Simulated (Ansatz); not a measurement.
**CH2FN (SMILES N=CF) at HF/STO-3G**

Aim: the vertical singlet–triplet gap of CH2FN at HF/STO-3G, from 2 runs. 

Program for the calculation: Ansatz 0.2.0.

## (1) The structure to begin with

The species is CH2FN (5 atoms), meant as a singlet with charge 0. As SMILES, `N=CF`. Geometry: relaxed at PBE0-D4/def2-TZVP.

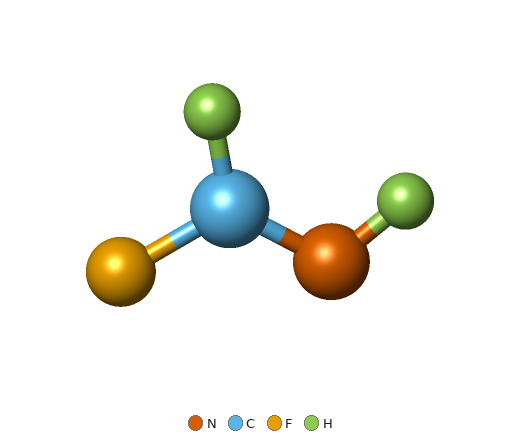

Viewed from a chosen angle; nitrogen orange, carbon blue, fluorine amber, hydrogen green.

## (2) The energy at HF/STO-3G

Contents of run.yaml:

```yaml
crystal:
  periodic: [false, false, false]
  atoms:
    - {symbol: N, position_ang: [-0.719900, -0.454400, -0.439800]}
    - {symbol: C, position_ang: [0.296500, -0.034500, 0.137300]}
    - {symbol: F, position_ang: [1.242400, -0.884800, 0.520800]}
    - {symbol: H, position_ang: [-1.343900, 0.314100, -0.667300]}
    - {symbol: H, position_ang: [0.574800, 0.986000, 0.407600]}
basis:
  gaussian: {orbitals: STO-3G}
hamiltonian: {xc: hf}
accuracy: high
```

The run is started by

```bash
$ ansatz run run.yaml --threads 1 --pin off --max-ram 2610MiB --events-out events.jsonl --progress --plain --runs-dir runs
```

The program printed:

```text
Warning: RAYON_NUM_THREADS=1 ignored (pool sized by the plan → 1); use --threads N
Functional definition: HF
  name "HF"
  exchange = exact_x
  correlation = 0
298 factors; integrals over basis functions are off by at most 1.2e-8 eV
mean field evaluation 1: about -5174.7904 eV, gradient 3.0e1 eV
mean field evaluation 2: about -5174.8935 eV, gradient 3.1e1 eV
mean field evaluation 4: about -5177.9184 eV, gradient 2.1e0 eV
mean field evaluation 8: about -5177.9524 eV, gradient 6.4e-2 eV
mean field -5177.95245449 eV, -190.2862429603 hartree, gradient 2.7e-8 eV, S^2 0.000000; 0 other end points of the search recorded, 0 dependent functions left out
reference -5177.95245449 eV, -190.2862429603 hartree; 12, 12 occupied and 5, 5 virtual orbitals, 298 factors
Total energy: -5177.95245449 eV, -190.2862429603 hartree
```

It took 0.08 s on 1 thread of Arm Neoverse V2, shared host.

## (3) The triplet

Contents of job.yaml:

```yaml
crystal:
  periodic: [false, false, false]
  atoms:
    - {symbol: N, position_ang: [-0.719900, -0.454400, -0.439800]}
    - {symbol: C, position_ang: [0.296500, -0.034500, 0.137300]}
    - {symbol: F, position_ang: [1.242400, -0.884800, 0.520800]}
    - {symbol: H, position_ang: [-1.343900, 0.314100, -0.667300]}
    - {symbol: H, position_ang: [0.574800, 0.986000, 0.407600]}
basis:
  gaussian: {orbitals: STO-3G}
magnetization: {spin_polarized: true, initial_magnetization: 2}
hamiltonian: {xc: hf}
accuracy: high
```

The run is started by

```bash
$ ansatz run job.yaml --threads 1 --pin off --max-ram 2610MiB --events-out events.jsonl --progress --plain --runs-dir runs
```

The program printed:

```text
Warning: RAYON_NUM_THREADS=1 ignored (pool sized by the plan → 1); use --threads N
Functional definition: HF
  name "HF"
  exchange = exact_x
  correlation = 0
298 factors; integrals over basis functions are off by at most 1.2e-8 eV
mean field evaluation 1: about -5170.9138 eV, gradient 1.3e1 eV
mean field evaluation 2: about -5171.0657 eV, gradient 1.3e1 eV
mean field evaluation 4: about -5173.1341 eV, gradient 2.7e0 eV
mean field evaluation 8: about -5173.3397 eV, gradient 5.5e-2 eV
mean field evaluation 16: about -5173.3379 eV, gradient 4.0e-3 eV
mean field evaluation 32: about -5173.4612 eV, gradient 2.9e-1 eV
mean field evaluation 64: about -5170.9143 eV, gradient 1.3e1 eV
mean field evaluation 96: about -5173.4443 eV, gradient 9.7e-1 eV
mean field -5173.59087726 eV, -190.1259579534 hartree, gradient 1.3e-8 eV, S^2 2.013906; 3 other end points of the search recorded, 0 dependent functions left out
reference -5173.59087726 eV, -190.1259579534 hartree; 13, 11 occupied and 4, 6 virtual orbitals, 298 factors
Total energy: -5173.59087726 eV, -190.1259579534 hartree
```

Run time: 0.16 s. Hardware: 1 thread of Arm Neoverse V2, shared host.

## (4) Outcome

At HF/STO-3G:

```
                                        quantity          value
                           singlet: total energy  -190.28624 Eh
                           triplet: total energy  -190.12596 Eh
                                   triplet: ⟨S²⟩          2.014
vertical energy of the triplet above the singlet       4.362 eV
```

At this shape the triplet lies 4.36 eV (421 kJ/mol) above the singlet. In a minimal basis such a difference can be off by several eV, whatever the method.
